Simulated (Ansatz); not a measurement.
# YbPd (Pm-3m): from the cell to its phonons, part 2 of 2

How does YbPd (Pm-3m) vibrate, and is this structure a minimum?

Ansatz 0.2.0; DFT PBEsol, scalar-relativistic, plane waves, PAW.

So far. Step 3 (Tight relaxation): The forces vanish by symmetry and the pressure is -0.001 GPa, within the tolerances set. The cell now holds 20.08 Å³/atom. The relaxed cell has a = 3.424 Å (conventional setting).

### 4. Linear response at the zone centre

The zone centre comes first: it holds the modes that light can see, as far as symmetry allows. No field response is asked, since the mesh shows no gap.

Contents of input.yaml:

```yaml
crystal:
  lattice:
    - [3.4243862594, 0.0, 0.0]
    - [0.0, 3.4243862594, 0.0]
    - [0.0, 0.0, 3.4243862594]
  atoms:
    - { symbol: Yb, position: [0.5, 0.5, 0.5] }
    - { symbol: Pd, position: [0.0, 0.0, 0.0] }
kpoints:
  mp_grid: { grid: [12, 12, 12] }
hamiltonian:
  xc: pbesol
scf:
  occupations: { method: methfessel_paxton, width: 0.2 }
output:
  eigenvalues: true
phonons:
  method: dfpt
```

Command:

```console
ansatz run input.yaml --threads 8 --pin off --max-ram 14336MiB --backend cpu --events-out ev --progress --plain --runs-dir out
```

Numbers of over 12 decimals in the logs are rounded to 6 here.

Log:

```text
[...]
Crystal: 2 atoms, lattice volume = 40.156 Å³
Basis set: ecut = 420 eV, 751 PW (Γ), exchange–correlation on 48×48×48 points (8 copies of the dense FFT grid, shifted against one another)
Bands: 26, of which v1, the nominal top of the filled ones, is band 21 counted from 1 (20 counted from 0)
Symmetry: 48 space group operations
k-points: 196 of 1728 (irreducible under 8 space group operations, time reversal used)
[...]
SCF iter   1: F=—  HF=-20588.190213 eV  |F-HF|=—  |Δ(HF+E_count)|=         —  Δρ=2.30e-1  dr2=3.21e1  ethr=3.10e-3  ⟨swp⟩=5.2  Hψ=20983  notcnv=0
[...]
SCF iter  15: F=-20584.583801 eV  HF=-20584.583801 eV  |F-HF|=3.64e-12  |Δ(HF+E_count)|=  7.28e-12  S|Δr|=    0.00e0  Δρ=7.55e-8  dr2=1.87e-12  ethr=1.00e-12  ⟨swp⟩=9.1  Hψ=28656  notcnv=0
SCF 1 converged in 15 iterations: F = -20584.583801 eV  dr2 = 1.87e-12
[...]
DFPT response loops at Γ: preconditioner auto → Kerker (q_TF=auto, 2.749 Å⁻¹) (partly filled bands, converged f_vac=0.000); β = 1.00, the filter's whole step (`scf.mixing.beta` (0.50) is not read by the response loops under this deck's `scf.mixing.preconditioner`; to damp them name `kerker` or `kerker_dos`, under which they read `scf.mixing.beta`, and type it under 1.00, their step now; both keys bind the ground state too); Broyden in place of MSR1
SCF converged after 15 iterations
[...]
Free energy (F): -20584.583801 eV
[...]
Internal energy: -20584.656191 eV  (E = F + TS)
E sigma→0 (E₀):  -20584.601899 eV
Entropy (-TS):   0.072389 eV (36.195 meV/atom)
Fermi energy:    16.952084 eV
Step filling:    the computed levels leave a gap of 0.0000 eV = 0.0 smearing widths at the electron count; against every level under it full and every level over it empty, smearing changes F+E_penalty+E_count by +53.388 meV and its σ→0 estimate by +35.291 meV
[...]
--- Band table (eV; the first three rows and the last of 196) ---
  k-point 0: bands = [... 17 lower, 16.7363, 16.7363, 16.7363, 16.7669, 19.7405, 19.7405, 24.4433, 24.4433, ... 1 higher]
  k-point 1: bands = [... 17 lower, 16.7275, 16.7439, 16.7439, 16.7746, 19.6697, 19.7347, 23.5062, 23.5062, ... 1 higher]
  k-point 2: bands = [... 17 lower, 16.7323, 16.7658, 16.7658, 16.7963, 19.4720, 19.5999, 22.4796, 22.4796, ... 1 higher]
  k-point 195: bands = [... 17 lower, 16.7250, 16.7250, 16.7250, 16.7947, 16.7947, 16.7947, 21.8151, 25.7288, ... 1 higher]
--- Phonons (Γ-DFPT): 2 representative perturbations + reference, on 196 of 1728 k-points (Σ response iterations 7) ---
  k mesh reduced under 8 symmetry operations, with k and −k counted as one. Each operation leaves every solved perturbation unchanged. A smaller set is not used because it would not reduce the number of displacements times k-points to solve
  ASR residual: 1.384e-5 → 0.000e0 eV/Å²; symmetrization residual: 2.337e-7 eV/Å²
  ASR residual per site (eV/Å²): 3.90e-6 1.38e-5
  Γ frequencies (cm⁻¹): 0.00 0.00 0.00 116.20 116.20 116.20
  non-analytic LO–TO correction: not included (Born effective charges unavailable; polar crystals: no LO–TO splitting at Γ)
```

The job ended after 8.7 s (8 threads of Arm Neoverse V2, shared host; peak memory 0.86 GiB; 57 s of CPU time).

This step gave:

```yaml
sum_rule_residual_before_enforcement: 1.38e-5 eV/Å²
point_group: m-3m
highest_optical_mode_at_the_zone_centre_no_lo_to_term: 116.2 cm⁻¹
lowest_optical_zone_centre_mode: 116.2 cm⁻¹
```

Patterns of degenerate modes are one choice out of their space. Modes at Γ, with each element's share of the kinetic energy:

| mode | frequency (cm⁻¹) | symmetry | Yb % | Pd % |
| --- | --- | --- | --- | --- |
| 1 | 0.0 | acoustic | 62 | 38 |
| 2 | 0.0 | acoustic | 62 | 38 |
| 3 | 0.0 | acoustic | 62 | 38 |
| 4 | 116.2 | T1u | 38 | 62 |
| 5 | 116.2 | T1u | 38 | 62 |
| 6 | 116.2 | T1u | 38 | 62 |

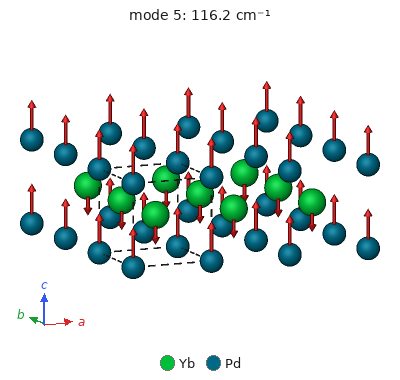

Displacement patterns of mode 5 at Γ; arrows are exaggerated. 3×3×1 cells are drawn. Some periodic images of atoms are drawn too.

Before it was imposed, the acoustic sum rule was missed by 1.4e-5 eV/Å². Small misses are needed for a sound result but don't prove that mesh and cutoff are converged. The lowest optical mode is real, 116 cm⁻¹.

### 5. Phonons on a q mesh

Stability and thermal properties need the whole zone. Linear response on a 4×4×4 q mesh gives force constants as far as a supercell of that size would.

input.yaml: that of step 4 with these lines changed.

```diff
@@ -18 +18,8 @@
   method: dfpt
+  qmesh: [4, 4, 4]
+  temperatures: { t_max: 1000, t_step: 50 }
+  qpath:
+    path:
+      - [[0.0, 0.0, 0.0], [0.0, 0.5, 0.0], [0.5, 0.5, 0.0], [0.0, 0.0, 0.0], [0.5, 0.5, 0.5], [0.0, 0.5, 0.0]]
+      - [[0.5, 0.5, 0.5], [0.5, 0.5, 0.0]]
+    npoints: 10
```

Log:

```text
[...]
Crystal: 2 atoms, lattice volume = 40.156 Å³
Basis set: ecut = 420 eV, 751 PW (Γ), exchange–correlation on 48×48×48 points (8 copies of the dense FFT grid, shifted against one another)
Bands: 26, of which v1, the nominal top of the filled ones, is band 21 counted from 1 (20 counted from 0)
Symmetry: 48 space group operations
k-points: 84 of 1728
[...]
SCF iter   1: F=—  HF=-20588.190144 eV  |F-HF|=—  |Δ(HF+E_count)|=         —  Δρ=2.30e-1  dr2=3.21e1  ethr=3.10e-3  ⟨swp⟩=5.2  Hψ=9048  notcnv=0
[...]
SCF iter  15: F=-20584.583801 eV  HF=-20584.583801 eV  |F-HF|=0.00e0  |Δ(HF+E_count)|=  7.28e-12  S|Δr|=    0.00e0  Δρ=8.01e-8  dr2=1.90e-12  ethr=1.00e-12  ⟨swp⟩=9.4  Hψ=12327  notcnv=0
SCF 1 converged in 15 iterations: F = -20584.583801 eV  dr2 = 1.90e-12
[...]
SCF iter   1: F=—  HF=-20584.583802 eV  |F-HF|=—  |Δ(HF+E_count)|=         —  Δρ=1.79e-6  dr2=1.34e-9  ethr=8.71e-8  ⟨swp⟩=4.4  Hψ=17368  notcnv=0
eigensolver tolerance schedule: the retry pair's looser diagonalisation over-reported the residual by 27373.77 of it (diagonalisation noise at 3.34 of the residual, at the tolerance the schedule requests for it); recorded, not acted on — ethr = c·dr2/N_el stays at c = 1.0e-1
[...]
SCF iter   2: F=—  HF=-20584.583801 eV  |F-HF|=—  |Δ(HF+E_count)|=   1.02e-7  S|Δr|=    0.00e0  Δρ=8.76e-7  dr2=2.64e-10  ethr=3.18e-12  ⟨swp⟩=4.4  Hψ=6759  notcnv=0
[...]
SCF iter   5: F=-20584.583801 eV  HF=-20584.583801 eV  |F-HF|=1.09e-11  |Δ(HF+E_count)|=  3.64e-12  S|Δr|=    0.00e0  Δρ=1.53e-7  dr2=8.94e-12  ethr=1.00e-12  ⟨swp⟩=3.1  Hψ=7379  notcnv=0
SCF 2 converged in 5 iterations: F = -20584.583801 eV  dr2 = 8.94e-12
phonons: the bands overlap, so this run is a metal and interpolates without the dipole-dipole term. If the crystal is really an insulator or semiconductor, its LO-TO splitting is missing
NSCF: frozen V_eff on 84 k-points
[...]
DFPT response loops at q = (0, 0, 0) (fractional): preconditioner auto → Kerker (q_TF=auto, 2.749 Å⁻¹) (partly filled bands, converged f_vac=0.000); β = 1.00, the filter's whole step (`scf.mixing.beta` (0.50) is not read by the response loops under this deck's `scf.mixing.preconditioner`; to damp them name `kerker` or `kerker_dos`, under which they read `scf.mixing.beta`, and type it under 1.00, their step now; both keys bind the ground state too); Broyden in place of MSR1
[...]
SCF converged after 15 iterations
[...]
Free energy (F): -20584.583801 eV
[...]
Internal energy: -20584.656191 eV  (E = F + TS)
E sigma→0 (E₀):  -20584.601899 eV
Entropy (-TS):   0.072389 eV (36.195 meV/atom)
Fermi energy:    16.952083 eV
[...]
--- Band table (eV; the first three rows and the last of 84) ---
  k-point 0: bands = [... 17 lower, 16.7363, 16.7363, 16.7363, 16.7669, 19.7405, 19.7405, 24.4433, 24.4433, ... 1 higher]
  k-point 1: bands = [... 17 lower, 16.7275, 16.7439, 16.7439, 16.7746, 19.6697, 19.7347, 23.5062, 23.5062, ... 1 higher]
  k-point 2: bands = [... 17 lower, 16.7323, 16.7658, 16.7658, 16.7963, 19.4720, 19.5999, 22.4796, 22.4796, ... 1 higher]
  k-point 83: bands = [... 17 lower, 16.7250, 16.7250, 16.7250, 16.7947, 16.7947, 16.7947, 21.8151, 25.7288, ... 1 higher]
--- Phonons (Γ-DFPT): 2 representative perturbations + reference (Σ response iterations 7) ---
  ASR residual: 1.313e-5 → 0.000e0 eV/Å²; symmetrization residual: 1.187e-5 eV/Å²
  ASR residual per site (eV/Å²): 1.31e-5 8.25e-6
  Γ frequencies (cm⁻¹): 0.00 0.00 0.00 116.20 116.20 116.20
--- Phonons (arbitrary-q DFPT): 10 irreducible q on the 4×4×4 mesh ---
  q = [0.0000, 0.0000, 0.0000] (star 1, of the zone-centre solve; hermiticity 7.26e-6, symmetrization 5.35e-12): -0.00 -0.00 -0.00 116.20 116.20 116.20
  q = [0.0000, 0.0000, 0.2500] (star 6, 4 solved perturbations in 1848 linear systems a pass and spin channel, the states on 588 of 1728 k-point pairs; hermiticity 2.33e-6, symmetrization 1.64e-12): 40.06 40.06 65.98 107.69 107.69 119.42
[...]
q = [0.0000, 0.2500, -0.5000] (star 12, 6 solved perturbations on 588 of 1728 k-point pairs; hermiticity 6.61e-7, symmetrization 2.60e-8): 50.21 62.69 66.33 96.93 115.02 128.14
[...]
sum rule: each row above includes the acoustic sum rule's correction from the zone centre's row sums; it moved no ω² by more than (0.15 cm⁻¹)²
  mesh force constants: q→R imaginary residual 2.50e-18; ASR residual 1.313e-5 → 0.000e0 eV/Å²; symmetrization residual 3.553e-15 eV/Å²
  interpolated dispersion: 62 rows × 6 modes
  density of states and harmonic sums: on the 20×20×20 q-mesh, interpolated from the force constants of a 4×4×4 supercell (no non-analytic term)
  largest difference from the sums on the solved wave vectors: F 1.50e-2 eV, S 1.91e-5 and C_V 4.01e-6 eV/K
  zero-point energy: 0.032159 eV/cell   skipped modes (ω ≤ 0): 3   left out of the sums: 6.25e-5 of the cell's modes: C_V's classical limit lies that fraction below 3 k_B per atom; for a crystal, a wire or a layer, F and S can be off by more, and a phonons.interpolated_qmesh denser along its periods is the remedy for the sampling
```

Run time: 4.1 min. Hardware: 8 threads; peak memory 2.7 GiB.

This step gave:

```
sum-rule residual before enforcement                    : 1.31e-5 eV/Å²
lowest frequency on the path                            : 0 cm⁻¹
highest frequency on the path or at a solved wavevector : 129.2 cm⁻¹
mean frequency                                          : 86.5 cm⁻¹
Debye temperature (second moment)                       : 169 K
logarithmic mean frequency                              : 80.6 cm⁻¹
lowest mode on the q mesh (acoustic modes at Γ apart)   : 31.68 cm⁻¹
zero-point energy per atom                              : 16.08 meV
heat capacity at 300 K                                  : 24.55 J/(mol atoms K)
vibrational entropy at 300 K                            : 48.84 J/(mol atoms K)
```

Frequencies (cm⁻¹) solved at each irreducible wavevector; negative means imaginary. Frequencies by wavevector, by row:

| q in reciprocal lattice units | star | mode 1 | mode 2 | mode 3 | mode 4 | mode 5 | mode 6 |
| --- | --- | --- | --- | --- | --- | --- | --- |
| 0 0 0 | 1 | 0 | 0 | 0 | 116.2 | 116.2 | 116.2 |
| 0 0 0.25 | 6 | 40.1 | 40.1 | 66 | 107.7 | 107.7 | 119.4 |
| 0 0 -0.5 | 3 | 64.5 | 64.5 | 90.2 | 94.1 | 94.1 | 125.7 |
| 0 0.25 0.25 | 12 | 31.7 | 51.5 | 90.2 | 100 | 102.6 | 121.3 |
| 0 0.25 -0.5 | 12 | 50.2 | 62.7 | 66.3 | 96.9 | 115 | 128.1 |
| 0 -0.5 -0.5 | 3 | 38.4 | 38.4 | 62.3 | 99 | 129.2 | 129.2 |
| 0.25 0.25 0.25 | 8 | 56.8 | 56.8 | 76 | 107.5 | 113.4 | 113.4 |
| 0.25 0.25 -0.5 | 12 | 51.9 | 67.7 | 89.2 | 93.6 | 112.8 | 125.6 |
| 0.25 -0.5 -0.5 | 6 | 63.2 | 63.2 | 90.7 | 93.9 | 124 | 124 |
| -0.5 -0.5 -0.5 | 1 | 86.2 | 86.2 | 86.2 | 115.1 | 115.1 | 115.1 |

Interpolated from a 4×4×4 q mesh. The phonon branches at the labelled points (cm⁻¹):

| point | branch 1 | branch 2 | branch 3 | branch 4 | branch 5 | branch 6 |
| --- | --- | --- | --- | --- | --- | --- |
| Γ | 0 | 0 | 0 | 116 | 116 | 116 |
| X | 64 | 64 | 90 | 94 | 94 | 126 |
| M | 38 | 38 | 62 | 99 | 129 | 129 |
| Γ | 0 | 0 | 0 | 116 | 116 | 116 |
| R | 86 | 86 | 86 | 115 | 115 | 115 |
| X | 64 | 64 | 90 | 94 | 94 | 126 |
| jump to R | 86 | 86 | 86 | 115 | 115 | 115 |
| M | 38 | 38 | 62 | 99 | 129 | 129 |

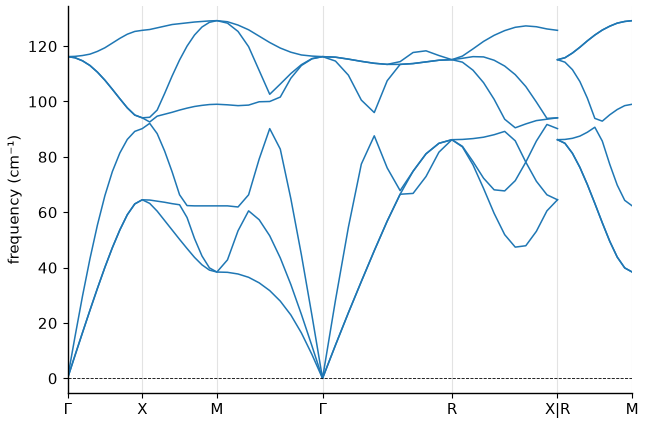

Phonon branches along the path.

The phonon density of states has structure finer than the step of the table below, so its rows give means over 10 cm⁻¹, whole bins alone (the curve runs from 0.5 to 130 cm⁻¹). Peaks (cm⁻¹: height): 46.5: 0.0721, 63.5: 0.0755, 86.5: 0.0642, 97.5: 0.148, 126.5: 0.144.

Tetrahedra on a 20×20×20 mesh, mean over bins of 1 cm-1. Interpolated from a 4×4×4 q mesh. The phonon density of states by wavenumber; means over each step:

| wavenumber (cm⁻¹) | phonon density of states (1/cm⁻¹/cell) |
| --- | --- |
| 10 | 8.4e-4 |
| 20 | 0.00407 |
| 30 | 0.0124 |
| 40 | 0.0405 |
| 50 | 0.0540 |
| 60 | 0.0605 |
| 70 | 0.0495 |
| 80 | 0.0475 |
| 90 | 0.0471 |
| 100 | 0.0875 |
| 110 | 0.0576 |
| 120 | 0.0952 |

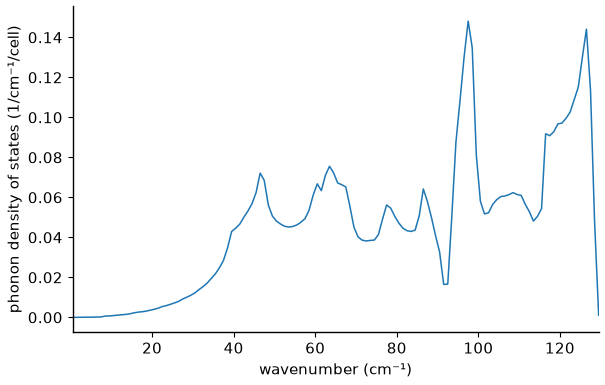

Phonon density of states against wavenumber.

The partial phonon density of states has structure finer than the step of the table below, so its rows give means over 10 cm⁻¹, whole bins alone (the curve runs from -10 to 143 cm⁻¹). Peaks (cm⁻¹: height): Pd 45.8: 0.0303, 96.7: 0.0828; Yb 63.1: 0.0432, 124.6: 0.0795.

Phonopy on the run's constants, 17x17x17 mesh, Gaussian sigma 2.0 cm-1. Interpolated from a 4×4×4 q mesh. The partial phonon density of states by wavenumber; means over each step; values in 1/cm⁻¹/cell:

| wavenumber (cm⁻¹) | Pd | Yb |
| --- | --- | --- |
| 0 | 2.3e-5 | 4.0e-5 |
| 10 | 3.7e-4 | 5.9e-4 |
| 20 | 0.00169 | 0.00252 |
| 30 | 0.00586 | 0.00735 |
| 40 | 0.0207 | 0.0200 |
| 50 | 0.0251 | 0.0278 |
| 60 | 0.0235 | 0.0361 |
| 70 | 0.0244 | 0.0265 |
| 80 | 0.0266 | 0.0199 |
| 90 | 0.0407 | 0.0124 |
| 100 | 0.0573 | 0.0245 |
| 110 | 0.0285 | 0.0304 |
| 120 | 0.0327 | 0.0609 |
| 130 | 0.0125 | 0.0309 |

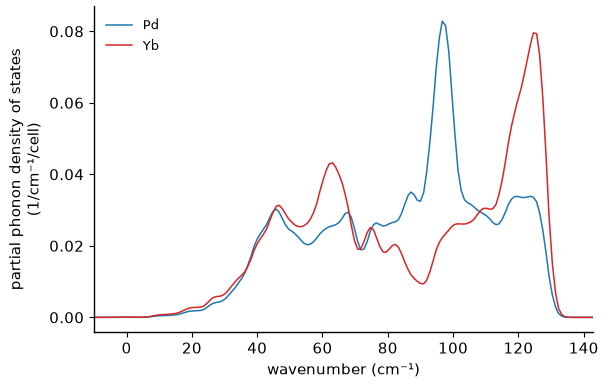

Partial phonon density of states against wavenumber.

Second derivatives of the energy by pair, one row for each kind of neighbour of each atom listed. Each entry sums the pair over the periodic images of the supercell that the q mesh stands for, and in a polar crystal it holds the long-range dipole part too. Force constants by pair, by row:

| atom | neighbour | distance (Å) | third of the trace (eV/Å²) | along the pair's line (eV/Å²) |
| --- | --- | --- | --- | --- |
| Yb1 | itself | 0 | 5.516 | – |
| Yb1 | Pd | 2.966 | -0.4008 | -1.306 |
| Yb1 | Yb | 3.424 | -0.359 | -1.362 |
| Yb1 | Yb | 4.843 | 0.0285 | -0.0415 |
| Yb1 | Pd | 5.679 | -0.004 | -0.0042 |
| Yb1 | Yb | 5.931 | -0.0541 | -0.1366 |
| Yb1 | Yb | 6.849 | 5.00e-4 | -0.0797 |
| Yb1 | Pd | 7.463 | -3.00e-4 | 0.0016 |
| Pd2 | itself | 0 | 3.122 | – |
| Pd2 | Yb | 2.966 | -0.4008 | -1.306 |
| Pd2 | Pd | 3.424 | 0.0448 | 0.1613 |
| Pd2 | Pd | 4.843 | -0.0083 | -0.0547 |
| Pd2 | Yb | 5.679 | -0.004 | -0.0042 |
| Pd2 | Pd | 5.931 | -0.0104 | -0.0432 |
| Pd2 | Pd | 6.849 | 0.0192 | 0.0748 |
| Pd2 | Yb | 7.463 | -3.00e-4 | 0.0016 |

Harmonic thermodynamic functions per atom, from the density of states. Interpolated from a 4×4×4 q mesh. Thermodynamic functions, by row:

| T (K) | F_vib (meV/atom) | S (J/mol-atom/K) | C_V (J/mol-atom/K) |
| --- | --- | --- | --- |
| 0 | 16.08 | 0 | 0 |
| 50 | 14.34 | 9.821 | 15.26 |
| 100 | 5.65 | 22.94 | 21.73 |
| 200 | -27.25 | 38.98 | 24.07 |
| 300 | -73.09 | 48.84 | 24.55 |
| 400 | -127.6 | 55.93 | 24.72 |
| 500 | -188.5 | 61.46 | 24.8 |
| 600 | -254.6 | 65.98 | 24.84 |
| 700 | -325 | 69.82 | 24.87 |
| 800 | -399.1 | 73.14 | 24.89 |
| 900 | -476.5 | 76.07 | 24.9 |
| 1000 | -556.7 | 78.69 | 24.91 |

Harmonic mean-square displacement, third of the trace. Interpolated from a 4×4×4 q mesh. Mean square displacements, by row:

| T (K) | Yb1 U_eq (Å²) | Pd2 U_eq (Å²) |
| --- | --- | --- |
| 0 | 0.00133 | 0.00214 |
| 100 | 0.00352 | 0.00534 |
| 300 | 0.00997 | 0.01505 |
| 600 | 0.01983 | 0.0299 |

Symmetry leaves 10 wavevectors to solve. The lowest mode among them, the acoustic zeros apart, lies at q = (0, 0.25, 0.25) and is real, 31.7 cm⁻¹.

### 6. Results

- space group after relaxation (within 0.01 Å): Pm-3m
- volume per atom: 20.1 Å³
- electronic character: no gap on this mesh
- highest optical mode at the zone centre (no LO-TO term): 116 cm⁻¹
- lowest optical zone-centre mode: 116 cm⁻¹
- lowest mode on the q mesh (acoustic modes at Γ apart): 31.7 cm⁻¹
- highest frequency on the path or at a solved wavevector: 129 cm⁻¹
- zero-point energy per atom: 16.1 meV
- heat capacity at 300 K: 24.5 J/(mol atoms K)
- vibrational entropy at 300 K: 48.8 J/(mol atoms K)
- Debye temperature (second moment): 169 K
- imaginary modes on the 4×4×4 q mesh: none

What this shows: The structure is a minimum as far as tested: no mode is imaginary at the 10 irreducible wavevectors of the 4×4×4 mesh, and the softest away from the acoustic zeros lies at 32 cm⁻¹. The optical modes at Γ form one degenerate level at 116 cm⁻¹. With no gap, or one that is small against the smearing, the frequencies hang on the k mesh and the smearing, most of all near Kohn anomalies. The phonon runs are without spin polarisation, although Yb often carries a moment. The 4f shell is treated without a U, so valence and screening may be off. Spin-orbit coupling is left out, which can matter for the heavy elements here. These are harmonic frequencies at zero temperature: anharmonic shifts, linewidths and thermal expansion are left out.

[Logs are printed without paths, hosts, clocks, repeated set-up lines and the standing remarks that a program may print on its own settings, such as how far it seeks lower states.]

[Hosts, paths, dates, database ids (printed as entryN), source tags and the programs' standing remarks are cut or masked in the printed files.]
